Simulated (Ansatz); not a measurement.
# BClH2O: molecular dynamics

Purpose: to follow the molecule's vibrations and see whether its bonds hold. The start is relaxed first. Runs: 40 steps of 3 fs under a Nosé-Hoover thermostat at 300 K; 40 steps of 3 fs at constant energy, with velocities drawn for 1000 K. SMILES of the start: OBCl.

All numbers below are computed with Ansatz 0.2.0 (RKS PBE0-D4/STO-3G).

### Step 1. Starting point

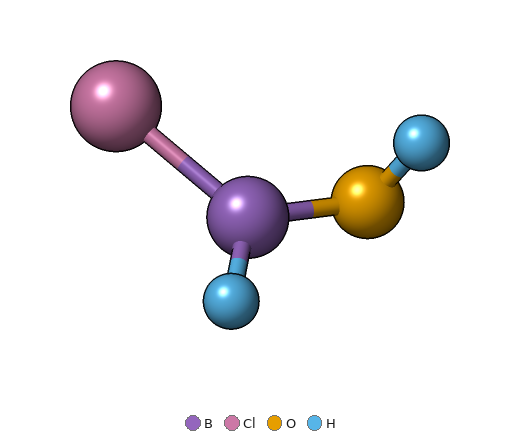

Start, viewed from a chosen angle; boron purple, chlorine pink, oxygen amber, hydrogen blue.

Coordinates:

```xyz
5

B     0.0000    0.0000    0.0000
Cl    0.0000    0.0000    1.8600
O     1.2211    0.0000   -0.7050
H     1.5209   -0.9519   -0.8599
H    -1.0305    0.0000   -0.5950
```

### Step 2. Preparing the start

input.yaml

```yaml
crystal:
  periodic: [false, false, false]
  atoms:
    - { symbol: B, position_ang: [0.0, 0.0, 0.0] }
    - { symbol: Cl, position_ang: [0.0, 0.0, 1.86] }
    - { symbol: O, position_ang: [1.2211, 0.0, -0.705] }
    - { symbol: H, position_ang: [1.5209, -0.9519, -0.8599] }
    - { symbol: H, position_ang: [-1.0305, 0.0, -0.595] }
basis:
  gaussian: { orbitals: STO-3G }
hamiltonian:
  xc: pbe0
  dispersion: d4
relax:
  f_tol: 0.02
  max_steps: 40
output:
  orbitals: {}
```

Run with:

```sh
$ ansatz run input.yaml --threads 1 --pin off --max-ram 2048MiB --backend cpu --events-out ev --progress --plain --runs-dir out
```

What it wrote, cut to the lines that bear on the results:

```text
Warning: RAYON_NUM_THREADS=1 ignored (pool sized by the plan → 1); use --threads N
[...]
Functional definition: PBE0
[...]
286 factors; integrals over basis functions are off by at most 1.5e-5 eV
[...]
mean field -15100.06201104 eV, -554.9170437162 hartree, gradient 5.8e-5 eV, S^2 0.000000; 0 other end points of the search recorded, 0 dependent functions left out
[...]
reference -15100.06202364 eV, -554.9170441792 hartree; 16, 16 occupied and 5, 5 virtual orbitals, 286 factors
relax step   1: F+E_penalty+E_count = -15100.11573253 eV  Δ(F+E_penalty+E_count) = +0.000e0 eV  max|allowed force component| = 1.909e0 eV/Å  Δτ_max = 0.0000 Å  (20 SCF iters, accepted)
[...]
relax step   3: F+E_penalty+E_count = -15100.32950911 eV  Δ(F+E_penalty+E_count) = -1.440e-1 eV  max|allowed force component| = 1.443e0 eV/Å  Δτ_max = 0.0732 Å  (24 SCF iters, accepted)
[...]
relax step   5: F+E_penalty+E_count = -15100.98747557 eV  Δ(F+E_penalty+E_count) = -4.546e-1 eV  max|allowed force component| = 1.819e0 eV/Å  Δτ_max = 0.2000 Å  (28 SCF iters, accepted)
[...]
relax step   7: F+E_penalty+E_count = -15101.21412811 eV  Δ(F+E_penalty+E_count) = -9.261e-3 eV  max|allowed force component| = 5.032e-1 eV/Å  Δτ_max = 0.0162 Å  (24 SCF iters, accepted)
[...]
relax step   9: F+E_penalty+E_count = -15101.22248398 eV  Δ(F+E_penalty+E_count) = -8.356e-3 eV  max|allowed force component| = 7.427e-2 eV/Å  Δτ_max = 0.0235 Å  (24 SCF iters, accepted)
[...]
relax step  10: F+E_penalty+E_count = -15101.22273347 eV  Δ(F+E_penalty+E_count) = -2.495e-4 eV  max|allowed force component| = 3.055e-2 eV/Å  Δτ_max = 0.0057 Å  (24 SCF iters, accepted)
[...]
relax step  11: F+E_penalty+E_count = -15101.22280830 eV  Δ(F+E_penalty+E_count) = -7.484e-5 eV  max|allowed force component| = 1.209e-3 eV/Å  Δτ_max = 0.0023 Å  (18 SCF iters, accepted)
287 factors; integrals over basis functions are off by at most 3.3e-5 eV
[...]
mean field -15101.16829847 eV, -554.9576990291 hartree, gradient 1.1e-5 eV, S^2 0.000000; 1 other end points of the search recorded, 0 dependent functions left out
[...]
reference -15101.16831069 eV, -554.9576994783 hartree; 16, 16 occupied and 5, 5 virtual orbitals, 287 factors
Total energy: -15101.22282053 eV, -554.9597026779 hartree
Atom 0 at    -0.059030    -0.055264    -0.093294 Å, force    -0.001209     0.000178     0.000699 eV/Å
Atom 1 at     0.162105    -0.176910     1.685779 Å, force    -0.000059     0.000088     0.000711 eV/Å
Atom 2 at     0.935356    -0.365172    -0.939366 Å, force     0.000919    -0.000084    -0.000459 eV/Å
Atom 3 at     1.762314    -0.655286    -0.431884 Å, force    -0.000058    -0.000079    -0.000605 eV/Å
Atom 4 at    -1.089245     0.300732    -0.521136 Å, force     0.000407    -0.000103    -0.000346 eV/Å
Dipole moment:     0.313711    -0.097985    -0.257802 e Å
```

Wall time 9.8 s (1 thread of Arm Neoverse V1, shared host); peak memory 0.11 GiB.

Relaxation path:

| step | energy from step 1 (eV) | largest force component (eV/Å) |
| --- | --- | --- |
| 1 | 0.0000 | 1.9087 |
| 2 | -0.0698 | 1.7741 |
| 3 | -0.2138 | 1.4431 |
| 4 | -0.4171 | 3.5141 |
| 5 | -0.8717 | 1.8189 |
| 6 | -1.0891 | 0.7681 |
| 7 | -1.0984 | 0.5032 |
| 8x | -1.0479 | 1.8485 |
| 9 | -1.1068 | 0.0743 |
| 10 | -1.1070 | 0.0305 |
| 11 | -1.1071 | 0.0012 |

Step 1 is the start. 1 step was tried and not accepted (marked x).

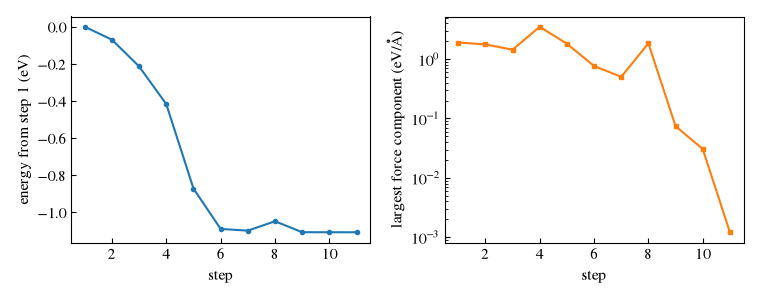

Energy and largest force along the relaxation.

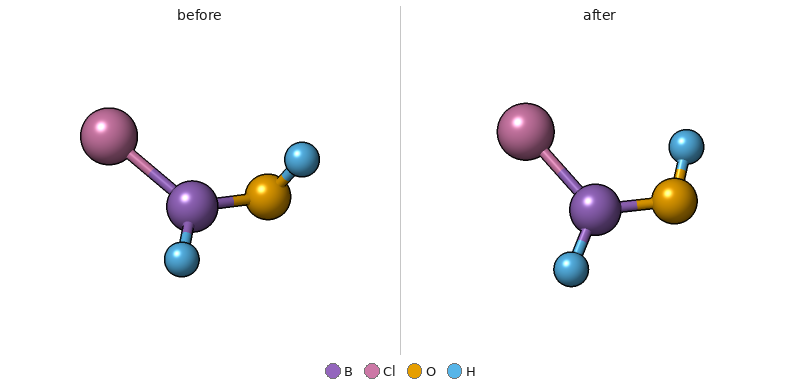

The structure before (left) and after (right), drawn at the same scale.

After: Bond lengths: B1–Cl2 1.797 Å, B1–O3 1.342 Å, O3–H4 1.013 Å, B1–H5 1.171 Å. Angles: Cl2–B1–O3 121.2°, Cl2–B1–H5 119.4°, O3–B1–H5 119.5°, B1–O3–H4 110.8°.

### Step 3. Run 1

40 steps of 3 fs under a Nosé-Hoover thermostat at 300 K, from the relaxed start.

input.yaml

```yaml
crystal:
  periodic: [false, false, false]
  atoms:
    - { symbol: B, position_ang: [-0.05903, -0.055264, -0.093294] }
    - { symbol: Cl, position_ang: [0.162105, -0.17691, 1.685779] }
    - { symbol: O, position_ang: [0.935356, -0.365172, -0.939366] }
    - { symbol: H, position_ang: [1.762314, -0.655286, -0.431884] }
    - { symbol: H, position_ang: [-1.089245, 0.300732, -0.521136] }
basis:
  gaussian: { orbitals: STO-3G }
hamiltonian:
  xc: pbe0
  dispersion: d4
md:
  timestep: 3.0
  n_steps: 40
  ensemble: nvt_nose_hoover
  temperature: 300.0
  initial_velocities: maxwell_boltzmann
  seed: 885138
```

Run with:

```sh
$ ansatz run input.yaml --threads 1 --pin off --max-ram 2048MiB --backend cpu --events-out ev --progress --plain --runs-dir out
```

What it wrote, cut to the lines that bear on the results:

```text
Warning: RAYON_NUM_THREADS=1 ignored (pool sized by the plan → 1); use --threads N
[...]
Functional definition: PBE0
[...]
290 factors; integrals over basis functions are off by at most 2.0e-5 eV
[...]
mean field -15101.16829327 eV, -554.9576988380 hartree, gradient 1.4e-5 eV, S^2 0.000000; 0 other end points of the search recorded, 0 dependent functions left out
[...]
reference -15101.16830553 eV, -554.9576992887 hartree; 16, 16 occupied and 5, 5 virtual orbitals, 290 factors
md step     0: t =     0.00 fs  T =   300.0 K  F+E_penalty+E_count = -15101.22280311 eV  E_kin = 0.116334 eV  conserved = -15101.10646911 eV  (19 SCF iters)
[...]
md step    10: t =    30.00 fs  T = 10897.2 K  F+E_penalty+E_count = -15092.50972011 eV  E_kin = 4.225709 eV  conserved = -15076.29830889 eV  (31 SCF iters, 19 dispersion substeps)
[...]
md step    39: t =   117.00 fs  T =   117.9 K  F+E_penalty+E_count = -15092.43489655 eV  E_kin = 0.045732 eV  conserved = -15076.30858392 eV  (31 SCF iters, 23 dispersion substeps)
[...]
md step    40: t =   120.00 fs  T =   111.1 K  F+E_penalty+E_count = -15092.43548590 eV  E_kin = 0.043102 eV  conserved = -15076.30785418 eV  (61 SCF iters, 23 dispersion substeps)
Total energy: -15092.43550125 eV, -554.6367746508 hartree
Atom 0 at    -0.388705     0.093155    -0.109478 Å, force    -0.043292     0.046917    -0.568930 eV/Å
Atom 1 at     0.210993    -0.194422     1.585390 Å, force    -0.052081     0.007838     0.156065 eV/Å
Atom 2 at     0.371822    -0.098495    -1.147622 Å, force    -0.248751     0.065254     0.270584 eV/Å
Atom 3 at    12.957820    -6.032983     6.277485 Å, force    -0.006623     0.003092    -0.003411 eV/Å
Atom 4 at    -1.524142     0.469917    -0.220969 Å, force     0.350747    -0.123101     0.145692 eV/Å
Dipole moment:     1.282912    -0.601835     0.471851 e Å
```

Run time: 24 s. Hardware: 1 thread of Arm Neoverse V1, shared host; peak memory 0.073 GiB.

### Step 4. What the atoms did

One step in 2; energies are changes from step 0:

| time (fs) | T (K) | potential energy change (meV/atom) | conserved energy change (meV/atom) |
| --- | --- | --- | --- |
| 0.0 | 300 | 0.0 | 0.00 |
| 6.0 | 655 | 101.9 | 129.48 |
| 12.0 | 1838 | 456.2 | 576.41 |
| 18.0 | 43630 | 1496.4 | 5069.70 |
| 24.0 | 19596 | 1732.1 | 4962.58 |
| 30.0 | 10897 | 1742.6 | 4961.63 |
| 36.0 | 6928 | 1760.3 | 4963.05 |
| 42.0 | 4467 | 1762.8 | 4961.72 |
| 48.0 | 2975 | 1757.0 | 4960.18 |
| 54.0 | 1985 | 1758.0 | 4960.30 |
| 60.0 | 1424 | 1752.9 | 4959.79 |
| 66.0 | 991 | 1755.8 | 4960.64 |
| 72.0 | 723 | 1755.3 | 4960.24 |
| 78.0 | 536 | 1755.3 | 4959.84 |
| 84.0 | 390 | 1756.6 | 4959.52 |
| 90.0 | 291 | 1758.1 | 4959.78 |
| 96.0 | 223 | 1759.2 | 4960.25 |
| 102.0 | 186 | 1758.0 | 4959.69 |
| 108.0 | 146 | 1758.3 | 4959.51 |
| 114.0 | 135 | 1757.0 | 4959.45 |
| 120.0 | 111 | 1757.5 | 4959.72 |

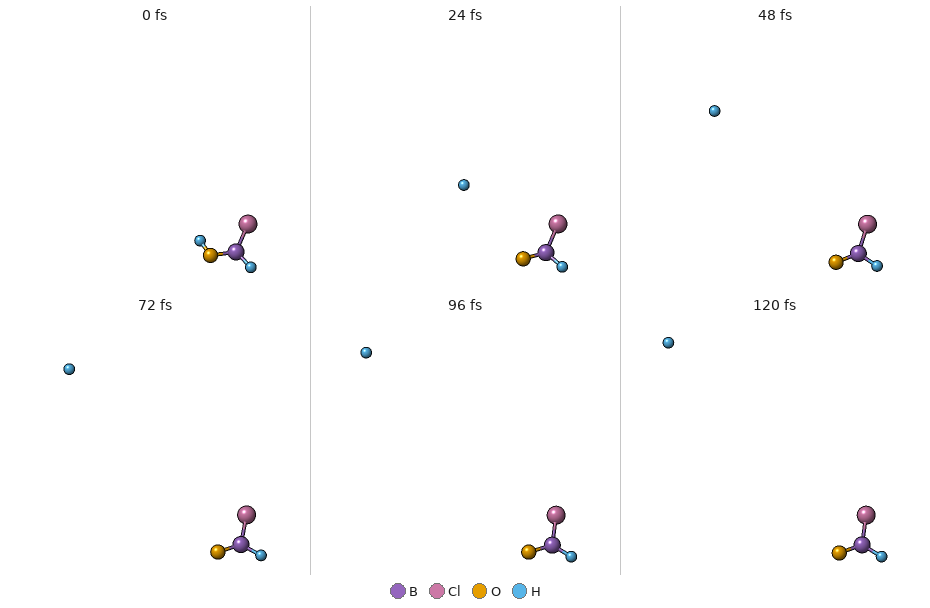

The system at six times, viewed from a chosen angle. Sticks join atoms within a bonding distance in each frame.

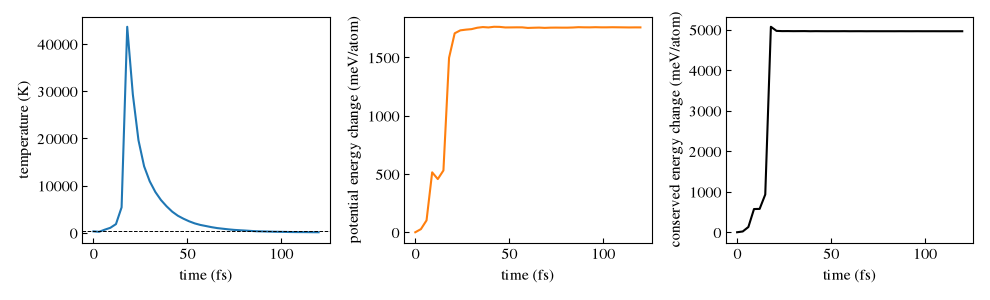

Time series of the run, each on its own scale. The dashed line is the set temperature.

Bonds that form or break, judged by distance (formed within 1.15 times the sum of covalent radii and held on average over 12 fs, broken when stretched by half; pairs already stretched at the start don't count as bonds):

| time (fs) | bond | event |
| --- | --- | --- |
| 18.0 | O3–H4 | breaks |

### Step 5. Positions and forces

Extended XYZ, with forces in eV/Å:

```xyz
5
time_fs=15.0 T=5384 dE=2.6507
B    -0.059   -0.071   -0.079    1.146   -0.092   -1.145
Cl    0.160   -0.174    1.682    0.186   -0.188    0.431
O     0.952   -0.359   -0.937  -22.326   11.148  -12.488
H     1.539   -0.674   -0.548   21.760  -11.187   13.589
H    -1.073    0.288   -0.470   -0.766    0.319   -0.386
5
time_fs=30.0 T=10897 dE=8.7131
B    -0.117   -0.034   -0.119   -0.304    0.445   -0.786
Cl    0.164   -0.178    1.698    0.147   -0.095   -0.658
O     0.673   -0.230   -1.143   -0.481   -0.016    1.274
H     6.632   -3.066    2.469   -0.029    0.014   -0.013
H    -1.242    0.390   -0.350    0.667   -0.348    0.183
5
time_fs=45.0 T=3608 dE=8.8091
B    -0.174    0.024   -0.153   -0.793   -0.100    1.690
Cl    0.174   -0.184    1.679    0.198    0.054   -0.791
O     0.536   -0.177   -1.179    1.049   -0.195   -0.766
H     9.157   -4.250    3.980   -0.014    0.007   -0.006
H    -1.311    0.327   -0.235   -0.440    0.234   -0.126
5
time_fs=60.0 T=1424 dE=8.7645
B    -0.264    0.039   -0.116   -0.476    0.279   -0.292
Cl    0.188   -0.187    1.635    0.048   -0.038   -0.084
O     0.476   -0.145   -1.159    0.141   -0.097    0.191
H    10.632   -4.942    4.867   -0.010    0.005   -0.005
H    -1.391    0.434   -0.284    0.297   -0.149    0.190
5
time_fs=75.0 T=612 dE=8.7786
B    -0.352    0.071   -0.114    0.829   -0.119   -0.759
Cl    0.201   -0.190    1.602    0.084   -0.067    0.238
O     0.453   -0.134   -1.129   -0.733    0.157    0.709
H    11.556   -5.375    5.424   -0.009    0.004   -0.004
H    -1.464    0.457   -0.189   -0.172    0.026   -0.183
5
time_fs=90.0 T=291 dE=8.7906
B    -0.389    0.098   -0.130   -0.403   -0.077    0.313
Cl    0.211   -0.194    1.587   -0.198    0.108   -0.019
O     0.420   -0.123   -1.105    0.255    0.009   -0.489
H    12.181   -5.668    5.803   -0.008    0.004   -0.004
H    -1.530    0.437   -0.269    0.354   -0.043    0.200
5
time_fs=105.0 T=159 dE=8.7945
B    -0.399    0.091   -0.126    0.222    0.016    0.485
Cl    0.212   -0.194    1.579    0.025   -0.054    0.288
O     0.397   -0.109   -1.112    0.209   -0.080   -0.615
H    12.627   -5.878    6.074   -0.007    0.003   -0.004
H    -1.502    0.477   -0.168   -0.449    0.115   -0.154
5
time_fs=120.0 T=111 dE=8.7873
B    -0.389    0.093   -0.110   -0.043    0.047   -0.569
Cl    0.211   -0.194    1.585   -0.052    0.008    0.156
O     0.372   -0.099   -1.148   -0.249    0.065    0.271
H    12.958   -6.033    6.277   -0.007    0.003   -0.003
H    -1.524    0.470   -0.221    0.351   -0.123    0.146
```

Reading of run 1. The temperature runs away to 43630 K: the integration has become unstable, and nothing after that is physical.

### Step 6. Run 2

40 steps of 3 fs at constant energy, with velocities drawn for 1000 K, starting from the last frame of an earlier run, with new velocities.

input.yaml

```yaml
crystal:
  periodic: [false, false, false]
  atoms:
    - { symbol: B, position_ang: [-0.388705, 0.093155, -0.109478] }
    - { symbol: Cl, position_ang: [0.210993, -0.194422, 1.58539] }
    - { symbol: O, position_ang: [0.371822, -0.098495, -1.147622] }
    - { symbol: H, position_ang: [12.95782, -6.032983, 6.277485] }
    - { symbol: H, position_ang: [-1.524142, 0.469917, -0.220969] }
basis:
  gaussian: { orbitals: STO-3G }
hamiltonian:
  xc: pbe0
  dispersion: d4
md:
  timestep: 3.0
  n_steps: 40
  ensemble: nve
  temperature: 1000.0
  initial_velocities: maxwell_boltzmann
  seed: 450205
```

Run with:

```sh
$ ansatz run input.yaml --threads 1 --pin off --max-ram 2048MiB --backend cpu --events-out ev --progress --plain --runs-dir out
```

What it wrote, cut to the lines that bear on the results:

```text
Warning: RAYON_NUM_THREADS=1 ignored (pool sized by the plan → 1); use --threads N
[...]
Functional definition: PBE0
[...]
281 factors; integrals over basis functions are off by at most 9.5e-6 eV
[...]
mean field -15092.38973102 eV, -554.6350926257 hartree, gradient 4.6e-6 eV, S^2 0.000000; 0 other end points of the search recorded, 0 dependent functions left out
[...]
reference -15092.38974637 eV, -554.6350931900 hartree; 16, 16 occupied and 5, 5 virtual orbitals, 281 factors
md step     0: t =     0.00 fs  T =  1000.0 K  F+E_penalty+E_count = -15092.43543640 eV  E_kin = 0.387780 eV  conserved = -15092.04765640 eV  (65 SCF iters)
[...]
md step    10: t =    30.00 fs  T =  1175.3 K  F+E_penalty+E_count = -15092.06550963 eV  E_kin = 0.455763 eV  conserved = -15091.60974674 eV  (31 SCF iters, 7 dispersion substeps)
[...]
md step    39: t =   117.00 fs  T = 35379.6 K  F+E_penalty+E_count = -15088.02713129 eV  E_kin = 13.719512 eV  conserved = -15074.30761909 eV  (27 SCF iters, 19 dispersion substeps)
[...]
md step    40: t =   120.00 fs  T = 36303.3 K  F+E_penalty+E_count = -15088.43862540 eV  E_kin = 14.077691 eV  conserved = -15074.36093414 eV  (44 SCF iters, 19 dispersion substeps)
Total energy: -15088.43864500 eV, -554.4898928929 hartree
Atom 0 at     0.472662     0.112992    -0.342560 Å, force     1.727637    -1.094099     5.445534 eV/Å
Atom 1 at     0.911223    -0.272821     1.492199 Å, force    -1.318936     0.732032    -3.725093 eV/Å
Atom 2 at     0.656780     0.409421    -1.491245 Å, force    -0.408698     0.362065    -1.720439 eV/Å
Atom 3 at    11.729590    -6.332105     8.792334 Å, force    -0.000710     0.000024    -0.000007 eV/Å
Atom 4 at   -38.682378    -4.748181     8.495181 Å, force     0.000707    -0.000022     0.000004 eV/Å
Dipole moment:    -0.127444    -0.004489    -0.054846 e Å
```

Run time: 21 s. Hardware: 1 thread of Arm Neoverse V1, shared host; peak memory 0.073 GiB.

### Step 7. What the atoms did

One step in 3; energies are changes from step 0:

| time (fs) | T (K) | potential energy change (meV/atom) | total energy change (meV/atom) |
| --- | --- | --- | --- |
| 0.0 | 1000 | 0.0 | 0.00 |
| 9.0 | 689 | 43.2 | 19.09 |
| 18.0 | 684 | 109.4 | 84.88 |
| 27.0 | 1119 | 46.2 | 55.44 |
| 36.0 | 781 | 223.8 | 206.80 |
| 45.0 | 37967 | 798.9 | 3665.88 |
| 54.0 | 36934 | 806.5 | 3593.33 |
| 63.0 | 36592 | 815.1 | 3575.47 |
| 72.0 | 34663 | 972.1 | 3582.85 |
| 81.0 | 36501 | 804.4 | 3557.65 |
| 90.0 | 35302 | 950.5 | 3610.91 |
| 99.0 | 36216 | 821.2 | 3552.43 |
| 108.0 | 34993 | 901.3 | 3537.65 |
| 117.0 | 35380 | 881.7 | 3548.01 |
| 120.0 | 36303 | 799.4 | 3537.34 |

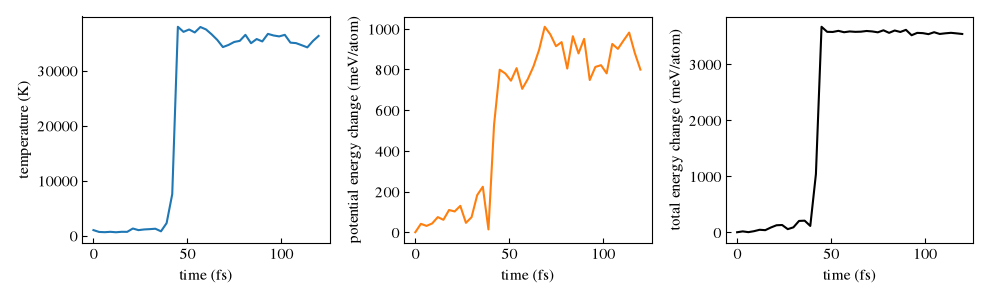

Traces against time; each panel has its own scale.

Bonds that form or break, judged by distance (formed within 1.15 times the sum of covalent radii and held on average over 12 fs, broken when stretched by half; pairs already stretched at the start don't count as bonds):

| time (fs) | bond | event |
| --- | --- | --- |
| 45.0 | B1–H5 | breaks |

Reading of run 2. This run starts from the wreck of the unstable one, so it says nothing of the intended system. The run blows up, reaching 37967 K, so it describes no real motion.

### Step 8. Results

| quantity | value |
| --- | --- |
| relaxation of the start | 9 moves, 1.107 eV lower |
| run 1: length | 40 steps of 3 fs |
| run 1: temperature, first and last step | 300 and 111 K |
| run 1: temperature, second half | mean 452 K, from 111 to 1424 K |
| run 1: potential energy, second half | +1757 meV/atom from this run's first step |
| run 1: largest change of the conserved energy | 5069.70 meV/atom |
| run 1: bonds formed or broken | 1 |
| run 2: length | 40 steps of 3 fs |
| run 2: temperature, first and last step | 1000 and 36303 K |
| run 2: temperature, second half | mean 35624 K, from 34221 to 37482 K |
| run 2: potential energy, second half | +880 meV/atom from this run's first step |
| run 2: largest change of the total energy | 3665.88 meV/atom |
| run 2: bonds formed or broken | 1 |

In words: Mean temperatures of the second halves: none that means anything (unstable run), none that means anything (unstable run). Bonds changed in run 1 (an artefact of the unstable or too long step), run 2 (an artefact of the unstable or too long step). Averages from a run of 120 fs with 5 atoms are rough. The nuclei move classically, without zero-point motion, which matters most for hydrogen. In so small a basis the energies are only a sketch.
